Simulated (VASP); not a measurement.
# MoS2: accuracy against cost in the SCF threshold and SCF solver, part 2 of 3

How sensitive are energy, pressure and forces of MoS2 to the SCF threshold and SCF solver? The series runs use PBE. The start is a cell from a database of measured crystal structures.

VASP 6.6.1; PBE; plane waves and PAW (Mo_sv, S).

Still holding for the runs below: This run has no spin polarisation, although Mo can carry a moment. Spin-orbit coupling is off here; it would split degenerate levels.

So far. Step 7 (SCF threshold: EDIFF = 1E-08): Against the run before the energy stays within 0.01 meV an atom and the pressure within 0.01 GPa, after 18 cycles in 11 s.

## 8. The SCF threshold series as a table

This step: convergence of PBE results with the threshold; plane waves and PAW (VASP 6.6.1).

Derived from the runs above.

Differences are taken from the run with EDIFF = 1E-08. Results of the series, by row:

```csv
setting,status,energy less the reference (meV/atom),pressure (GPa),largest force difference (meV/Å),gap (eV),SCF cycles,wall time (s)
EDIFF = 0.01,converged,-0.4073,7.057,28.65,1.042,9,6
EDIFF = 0.001,converged,0.00148,4.835,0.737,1.038,11,7.2
EDIFF = 1E-04,converged,5.07e-4,4.846,2.151,1.038,11,7.2
EDIFF = 1E-05,converged,3.00e-5,4.934,0.309,1.04,14,9
EDIFF = 1E-06,converged,2.67e-5,4.934,0.27,1.04,14,9.2
EDIFF = 1E-08,converged,0,4.932,0,1.04,18,11.4
```

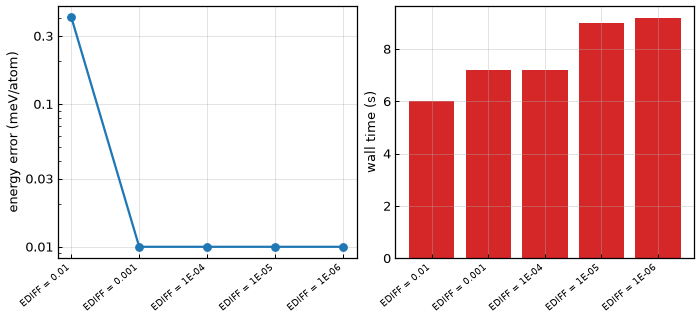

The energy error in size, against the reference run (errors under 0.01 are drawn at 0.01), and the wall time by setting.

## 9. SCF solver: ALGO = Normal

This step: PBE; plane waves and PAW (Mo_sv, S) (VASP 6.6.1).

All solvers should reach one answer; they differ in cycles and robustness.

Contents of INCAR:

```
SYSTEM = MoS2
PREC = Accurate
ENCUT = 400
EDIFF = 1E-06
NELM = 100
ISMEAR = -1
SIGMA = 0.05
LREAL = .FALSE.
ALGO = Normal
GGA = PE
NBANDS = 19
LASPH = .TRUE.
LORBIT = 11
LWAVE = .FALSE.
LCHARG = .FALSE.
KPAR = 4
ISIF = 2
```

Contents of POSCAR:

```
MoS2
1.0
    1.5800000000      2.7366402759      0.0000000000
   -1.5800000000      2.7366402759      0.0000000000
    0.0000000000     -1.8244268506      6.1500000000
Mo S
1 2
Direct
    0.0000000000      0.0000000000      0.0000000000
    0.2500000000      0.2500000000      0.7500000000
    0.4170000000      0.4170000000      0.2510000000
```

Contents of KPOINTS:

```
Automatic mesh
0
Gamma
8 8 8
0 0 0
```

PAW data sets: Mo_sv and S (PBE family, release 64).

The run is started by

```sh
$ mpirun -np 4 vasp_std
```

Output:

```text
[... set-up lines as in an earlier step ...]
 entering main loop
       N       E                     dE             d eps       ncg     rms          rms(c)
[... 14 cycles as in an earlier step ...]
   1 F= -.21786072E+02 E0= -.21786072E+02  d E =-.940518E-06
```

The job ended after 9 s (4 MPI ranks of AMD EPYC 9R45, shared host; peak memory 0.61 GiB).

OUTCAR, selected parts (step 9):

```text
   NELECT =      26.0000    total number of electrons

 E-fermi :   8.1034

 k-point     1 :       0.0000    0.0000    0.0000
  band No.  band energies     occupation
    ...
      9       4.1863      2.00000
     10       5.3196      2.00000
     11       5.3196      2.00000
     12       6.3843      2.00000
     13       6.4894      2.00000
     14       9.6843      0.00000
     15       9.6843      0.00000
     16      10.1043      0.00000
     17      10.1043      0.00000
     18      13.1680      0.00000
    ...

[... 12 parts as in an earlier step ...]

[... 9 further parts left out ...]
```

Numbers from this step:

```yaml
scf_cycles: 14
fermi_energy: 8.103 eV
pressure: 4.934 GPa
```

The series starts at -7.2620 eV an atom and 4.93 GPa, after 14 cycles in 9 s.

## 10. SCF solver: ALGO = Fast

INCAR: that of step 9 with these lines changed.

```diff
@@ -8,3 +8,3 @@
 LREAL = .FALSE.
-ALGO = Normal
+ALGO = Fast
 GGA = PE
```

POSCAR is that of step 9.

KPOINTS is that of step 9.

The run is started by

```sh
$ mpirun -np 4 vasp_std
```

Output:

```text
[... set-up lines as in an earlier step ...]
 entering main loop
       N       E                     dE             d eps       ncg     rms          rms(c)
[... 5 cycles as in an earlier step ...]
RMM:   6    -0.220955774318E+02    0.11310E+01   -0.51381E+00  2643   0.142E+01    0.906E+00
RMM:   7    -0.218234166721E+02    0.27216E+00   -0.75093E-01  2559   0.556E+00    0.632E+00
RMM:   8    -0.217881284476E+02    0.35288E-01   -0.39240E-01  2729   0.372E+00    0.104E+00
RMM:   9    -0.217854556708E+02    0.26728E-02   -0.42506E-02  2985   0.158E+00    0.263E-01
[...]
RMM:  13    -0.217860710201E+02   -0.47486E-05   -0.55001E-05  3176   0.513E-02    0.105E-02
RMM:  14    -0.217860722417E+02   -0.12216E-05   -0.94134E-06  2644   0.207E-02    0.236E-03
RMM:  15    -0.217860724452E+02   -0.20352E-06   -0.21987E-06  1974   0.970E-03
   1 F= -.21786072E+02 E0= -.21786072E+02  d E =-.940597E-06
```

The job ended after 10 s (4 MPI ranks; peak memory 0.61 GiB).

From OUTCAR (step 10):

```text
  Total        1.3787149      1.3787149      2.1574660     -0.0000000      0.0000000     -0.0000000
  in kB       41.5341310     41.5341310     64.9942032     -0.0000000      0.0000000     -0.0000000
  external PRESSURE =      49.3541551 kB  Pullay stress =       0.0000000 kB

 POSITION                                       TOTAL-FORCE (eV/Angst)
 -----------------------------------------------------------------------------------
      0.00000      0.00000      0.00000         0.000000      0.000000      0.086631
      0.00000      0.00000      4.61250         0.000000     -0.000000     -0.509702
      0.00000      1.82443      1.54365         0.000000     -0.000000      0.423071
 -----------------------------------------------------------------------------------
    total drift:                               -0.000000      0.000004      0.000162

  FREE ENERGIE OF THE ION-ELECTRON SYSTEM (eV)
  ---------------------------------------------------
  free  energy   TOTEN  =       -21.7860724452 eV

  energy  without entropy=      -21.7860715046  energy(sigma->0) =      -21.78607197

[... 2 parts as in an earlier step ...]

[... 1 further part left out ...]
[key lines of the parts left out:]
E-fermi :   8.1035
```

Against the first of the series the energy stays within 0.01 meV an atom and the pressure within 0.01 GPa, after 15 cycles in 10 s.

## 11. SCF solver: ALGO = VeryFast

INCAR: that of step 10 with these lines changed.

```diff
@@ -8,3 +8,3 @@
 LREAL = .FALSE.
-ALGO = Fast
+ALGO = VeryFast
 GGA = PE
```

POSCAR is that of step 10.

KPOINTS is that of step 10.

The run is started by

```sh
$ mpirun -np 4 vasp_std
```

Output:

```text
[... set-up lines as in an earlier step ...]
 entering main loop
       N       E                     dE             d eps       ncg     rms          rms(c)
RMM:   1     0.267431645657E+03    0.26743E+03   -0.84785E+03  1235   0.892E+02
RMM:   2    -0.166546352606E+02   -0.28409E+03   -0.30376E+03  1235   0.271E+02
RMM:   3    -0.444700116705E+01    0.12208E+02   -0.52882E+02  1235   0.140E+02
RMM:   4    -0.172392069095E+02   -0.12792E+02   -0.10064E+02  1235   0.584E+01
[...]
RMM:  19    -0.217860700612E+02   -0.14483E-04   -0.68495E-05  3083   0.668E-02    0.184E-02
RMM:  20    -0.217860719867E+02   -0.19255E-05   -0.14872E-05  2978   0.289E-02    0.864E-03
RMM:  21    -0.217860723242E+02   -0.33751E-06   -0.26629E-06  2343   0.115E-02
   1 F= -.21786072E+02 E0= -.21786072E+02  d E =-.940210E-06
```

It took 13 s on 4 MPI ranks; peak memory 0.6 GiB; 44 s of CPU time.

Parts of OUTCAR (step 11):

```text
  Total        1.3819779      1.3819779      2.1597935      0.0000000      0.0000000      0.0000000
  in kB       41.6324297     41.6324297     65.0643201      0.0000000      0.0000000      0.0000000
  external PRESSURE =      49.4430598 kB  Pullay stress =       0.0000000 kB

 POSITION                                       TOTAL-FORCE (eV/Angst)
 -----------------------------------------------------------------------------------
      0.00000      0.00000      0.00000         0.000000      0.000000      0.086641
      0.00000      0.00000      4.61250         0.000000     -0.000000     -0.509410
      0.00000      1.82443      1.54365         0.000000      0.000000      0.422769
 -----------------------------------------------------------------------------------
    total drift:                                0.000000      0.000004      0.000156

  FREE ENERGIE OF THE ION-ELECTRON SYSTEM (eV)
  ---------------------------------------------------
  free  energy   TOTEN  =       -21.7860723242 eV

  energy  without entropy=      -21.7860713840  energy(sigma->0) =      -21.78607185

[... 2 parts as in an earlier step ...]

[... 1 further part left out ...]
[key lines of the parts left out:]
E-fermi :   8.1035
```

Against the first of the series the energy stays within 0.01 meV an atom; the pressure moves by +0.01 GPa, after 21 cycles in 13 s.

## 12. SCF solver: ALGO = All

INCAR: that of step 11 with these lines changed.

```diff
@@ -8,3 +8,3 @@
 LREAL = .FALSE.
-ALGO = VeryFast
+ALGO = All
 GGA = PE
```

POSCAR is that of step 11.

KPOINTS is that of step 11.

The run is started by

```sh
$ mpirun -np 4 vasp_std
```

Output:

```text
[... set-up lines as in an earlier step ...]
 entering main loop
       N       E                     dE             d eps       ncg     rms           ort
DAV:   1     0.153180433473E+03    0.15318E+03   -0.12689E+04  1235   0.110E+03
DAV:   2    -0.173569439509E+02   -0.17054E+03   -0.16642E+03  1235   0.294E+02
DAV:   3    -0.231617734010E+02   -0.58048E+01   -0.57588E+01  1235   0.510E+01
DAV:   4    -0.232256773735E+02   -0.63904E-01   -0.63875E-01  1235   0.569E+00
DAV:   5    -0.232265692886E+02   -0.89192E-03   -0.89186E-03  1235   0.642E-01
SDA:   6    -0.179560367531E+02    0.52705E+01   -0.89186E-03  1235   0.231E+02   0.000E+00
 gam= 0.000 g(H,U,f)=  0.112E+02 0.118E+02 0.400E-05 ort(H,U,f) = 0.000E+00 0.000E+00 0.000E+00
 gam= 0.000 trial= 0.400  step=  0.2753 mean=  0.4000
CGA:   7    -0.212639394392E+02   -0.33079E+01   -0.31741E+01  1235   0.184E+01  -0.103E+00
 gam= 0.080 g(H,U,f)=  0.155E+01 0.284E+00 0.236E-06 ort(H,U,f) =-0.144E+01 0.134E+01-0.117E-05
 gam= 0.080 trial= 0.388  step=  0.4021 mean=  0.3875
[...]
gam= 0.291 trial= 0.427  step=  0.6232 mean=  0.4266
CGA:  15    -0.217860410580E+02   -0.75741E-04   -0.76283E-04  1235   0.831E-04  -0.553E-05
 gam= 0.336 g(H,U,f)=  0.738E-04 0.926E-05 0.356E-10 ort(H,U,f) =-0.673E-05 0.120E-05 0.449E-10
 gam= 0.336 trial= 0.446  step=  0.5439 mean=  0.4462
CGA:  16    -0.217860631097E+02   -0.22052E-04   -0.22087E-04  1235   0.263E-04  -0.710E-06
 gam= 0.317 g(H,U,f)=  0.240E-04 0.227E-05 0.138E-11 ort(H,U,f) =-0.295E-05 0.224E-05 0.621E-11
 gam= 0.317 trial= 0.456  step=  0.5149 mean=  0.4560
CGA:  17    -0.217860698801E+02   -0.67704E-05   -0.67140E-05  1235   0.653E-05   0.196E-05
 gam= 0.248 g(H,U,f)=  0.599E-05 0.538E-06 0.105E-11 ort(H,U,f) = 0.178E-05 0.179E-06 0.151E-11
 gam= 0.248 trial= 0.462  step=  0.5403 mean=  0.4619
CGA:  18    -0.217860717885E+02   -0.19083E-05   -0.18959E-05  1235   0.145E-05   0.310E-06
 gam= 0.222 g(H,U,f)=  0.135E-05 0.104E-06 0.759E-13 ort(H,U,f) = 0.635E-07 0.247E-06-0.119E-13
 gam= 0.222 trial= 0.470  step=  0.8824 mean=  0.4697
SDA:  19    -0.217860723362E+02   -0.54772E-06   -0.67142E-06  1235   0.616E-06  -0.601E-06
 gam= 0.000 g(H,U,f)=  0.608E-06 0.794E-08 0.820E-13 ort(H,U,f) =-0.598E-06-0.296E-08-0.608E-13
 gam= 0.000 trial= 0.511  step=  0.5648 mean=  0.5110
 final diagonalization occupied
   1 F= -.21786072E+02 E0= -.21786072E+02  d E =-.941022E-06
```

Elapsed: 12 s, on 4 MPI ranks; peak memory 0.74 GiB; 42 s of CPU time.

OUTCAR, selected parts (step 12):

```text
  Total        1.3775853      1.3775853      2.1561846     -0.0000000      0.0000000     -0.0000000
  in kB       41.5001019     41.5001019     64.9556019     -0.0000000      0.0000000     -0.0000000
  external PRESSURE =      49.3186019 kB  Pullay stress =       0.0000000 kB

 POSITION                                       TOTAL-FORCE (eV/Angst)
 -----------------------------------------------------------------------------------
      0.00000      0.00000      0.00000         0.000000     -0.000000      0.086806
      0.00000      0.00000      4.61250         0.000000      0.000000     -0.510599
      0.00000      1.82443      1.54365         0.000000     -0.000000      0.423793
 -----------------------------------------------------------------------------------
    total drift:                               -0.000000      0.000004      0.000362

  FREE ENERGIE OF THE ION-ELECTRON SYSTEM (eV)
  ---------------------------------------------------
  free  energy   TOTEN  =       -21.7860723362 eV

  energy  without entropy=      -21.7860713952  energy(sigma->0) =      -21.78607187

[... 2 parts as in an earlier step ...]

[... 1 further part left out ...]
[key lines of the parts left out:]
E-fermi :   8.1036
```

Against the first of the series the energy stays within 0.01 meV an atom and the pressure within 0.01 GPa, after 19 cycles in 12 s.

## 13. SCF solver: ALGO = Damped

INCAR: that of step 12 with these lines changed.

```diff
@@ -8,3 +8,3 @@
 LREAL = .FALSE.
-ALGO = All
+ALGO = Damped
 GGA = PE
```

POSCAR is that of step 12.

KPOINTS is that of step 12.

The run is started by

```sh
$ mpirun -np 4 vasp_std
```

Output:

```text
[... set-up lines as in an earlier step ...]
 entering main loop
       N       E                     dE             d eps       ncg     rms           ort
DAV:   1     0.239777965238E+03    0.23978E+03   -0.11784E+04  1235   0.110E+03
DAV:   2     0.982286885886E+01   -0.22996E+03   -0.22423E+03  1235   0.355E+02
DAV:   3    -0.186461854915E+02   -0.28469E+02   -0.27534E+02  1235   0.122E+02
DAV:   4    -0.225017832482E+02   -0.38556E+01   -0.37488E+01  1235   0.407E+01
[...]
DMP:  21    -0.217860703271E+02   -0.49745E-05   -0.29433E-05  1235   0.579E-05   0.410E-05
DMP:  22    -0.217860712642E+02   -0.93716E-06   -0.14959E-05  1235   0.497E-05  -0.322E-05
DMP:  23    -0.217860721736E+02   -0.90941E-06   -0.36630E-06  1235   0.698E-06   0.571E-06
 final diagonalization occupied
   1 F= -.21786072E+02 E0= -.21786072E+02  d E =-.940329E-06
```

Elapsed: 12 s, on 4 MPI ranks; peak memory 0.74 GiB; 40 s of CPU time.

OUTCAR, selected parts (step 13):

```text
  Total        1.3756995      1.3756995      2.1521806      0.0000000      0.0000000     -0.0000000
  in kB       41.4432924     41.4432924     64.8349811      0.0000000      0.0000000     -0.0000000
  external PRESSURE =      49.2405220 kB  Pullay stress =       0.0000000 kB

 POSITION                                       TOTAL-FORCE (eV/Angst)
 -----------------------------------------------------------------------------------
      0.00000      0.00000      0.00000         0.000000      0.000000      0.087027
      0.00000      0.00000      4.61250         0.000000      0.000000     -0.513410
      0.00000      1.82443      1.54365         0.000000      0.000000      0.426383
 -----------------------------------------------------------------------------------
    total drift:                                0.000000      0.000004      0.000626

  FREE ENERGIE OF THE ION-ELECTRON SYSTEM (eV)
  ---------------------------------------------------
  free  energy   TOTEN  =       -21.7860721736 eV

  energy  without entropy=      -21.7860712333  energy(sigma->0) =      -21.78607170

[... 2 parts as in an earlier step ...]

[... 1 further part left out ...]
[key lines of the parts left out:]
E-fermi :   8.1035
```

Against the first of the series the energy stays within 0.01 meV an atom; the pressure moves by -0.01 GPa, after 23 cycles in 12 s.

## 14. SCF solver: AMIX = 0.1, BMIX = 0.01

INCAR: that of step 13 with these lines changed.

```diff
@@ -8,3 +8,3 @@
 LREAL = .FALSE.
-ALGO = Damped
+ALGO = Normal
 GGA = PE
@@ -17 +17,3 @@
 ISIF = 2
+AMIX = 0.1
+BMIX = 0.01
```

POSCAR is that of step 13.

KPOINTS is that of step 13.

The run is started by

```sh
$ mpirun -np 4 vasp_std
```

Output:

```text
[... set-up lines as in an earlier step ...]
 entering main loop
       N       E                     dE             d eps       ncg     rms          rms(c)
[... 5 cycles as in an earlier step ...]
DAV:   6    -0.223992319630E+02    0.82734E+00   -0.10154E+00  2830   0.645E+00    0.198E+01
DAV:   7    -0.219231007505E+02    0.47613E+00   -0.29755E+00  2799   0.109E+01    0.957E+00
DAV:   8    -0.218379059155E+02    0.85195E-01   -0.14990E+00  2575   0.610E+00    0.399E+00
DAV:   9    -0.218230343309E+02    0.14872E-01   -0.32613E-01  2720   0.343E+00    0.283E+00
[...]
DAV:  15    -0.217860804211E+02    0.97735E-05   -0.21503E-04  2788   0.110E-01    0.433E-02
DAV:  16    -0.217860765707E+02    0.38503E-05   -0.32903E-05  2985   0.332E-02    0.581E-02
DAV:  17    -0.217860756207E+02    0.95005E-06   -0.16323E-06  2241   0.903E-03
   1 F= -.21786076E+02 E0= -.21786075E+02  d E =-.940169E-06
```

Elapsed: 11 s, on 4 MPI ranks; peak memory 0.62 GiB.

OUTCAR, selected parts (step 14):

```text
  Total        1.3691756      1.3691756      2.1201423     -0.0000000      0.0000000      0.0000000
  in kB       41.2467595     41.2467595     63.8698184     -0.0000000      0.0000000      0.0000000
  external PRESSURE =      48.7877792 kB  Pullay stress =       0.0000000 kB

 POSITION                                       TOTAL-FORCE (eV/Angst)
 -----------------------------------------------------------------------------------
      0.00000      0.00000      0.00000         0.000000     -0.000000      0.086400
      0.00000      0.00000      4.61250         0.000000     -0.000000     -0.509087
      0.00000      1.82443      1.54365         0.000000      0.000000      0.422687
 -----------------------------------------------------------------------------------
    total drift:                                0.000000      0.000004     -0.000094

  FREE ENERGIE OF THE ION-ELECTRON SYSTEM (eV)
  ---------------------------------------------------
  free  energy   TOTEN  =       -21.7860756207 eV

  energy  without entropy=      -21.7860746805  energy(sigma->0) =      -21.78607515

[... 2 parts as in an earlier step ...]

[... 1 further part left out ...]
[key lines of the parts left out:]
E-fermi :   8.1044
```

Against the first of the series the energy stays within 0.01 meV an atom; the pressure moves by -0.06 GPa, after 17 cycles in 11 s.

## 15. SCF solver: AMIX = 0.8

INCAR: that of step 14 with these lines changed.

```diff
@@ -17,3 +17,2 @@
 ISIF = 2
-AMIX = 0.1
-BMIX = 0.01
+AMIX = 0.8
```

POSCAR is that of step 14.

KPOINTS is that of step 14.

The run is started by

```sh
$ mpirun -np 4 vasp_std
```

Output:

```text
[... set-up lines as in an earlier step ...]
 entering main loop
       N       E                     dE             d eps       ncg     rms          rms(c)
[... 5 cycles as in an earlier step ...]
DAV:   6    -0.270685027982E+02   -0.38419E+01   -0.51864E+01  2566   0.423E+01    0.177E+01
DAV:   7    -0.233411307134E+02    0.37274E+01   -0.79860E+01  2675   0.527E+01    0.904E+00
DAV:   8    -0.220759473523E+02    0.12652E+01   -0.80289E+00  2513   0.152E+01    0.615E+00
DAV:   9    -0.218174630161E+02    0.25848E+00   -0.88129E-01  2826   0.639E+00    0.173E+00
[...]
DAV:  16    -0.217860882360E+02    0.37915E-04   -0.15461E-04  2778   0.931E-02    0.450E-02
DAV:  17    -0.217860727483E+02    0.15488E-04   -0.96205E-05  2819   0.613E-02    0.474E-02
DAV:  18    -0.217860728085E+02   -0.60245E-07   -0.44302E-06  2743   0.140E-02
   1 F= -.21786073E+02 E0= -.21786072E+02  d E =-.939804E-06
```

Wall time 12 s (4 MPI ranks); peak memory 0.62 GiB.

(Continued in part 3 of 3.)

[Lines on the potential files, build, host, timing and source positions are cut from VASP's logs without a mark.]

[Logs are printed without paths, hosts, clocks, repeated set-up lines and the standing remarks that a program may print on its own settings, such as how far it seeks lower states.]

[Hosts, paths, dates, database ids (printed as entryN), source tags and the programs' standing remarks are cut or masked in the printed files.]

[A measured line is paired with the nearest computed mode of its activity, which favours agreement.]
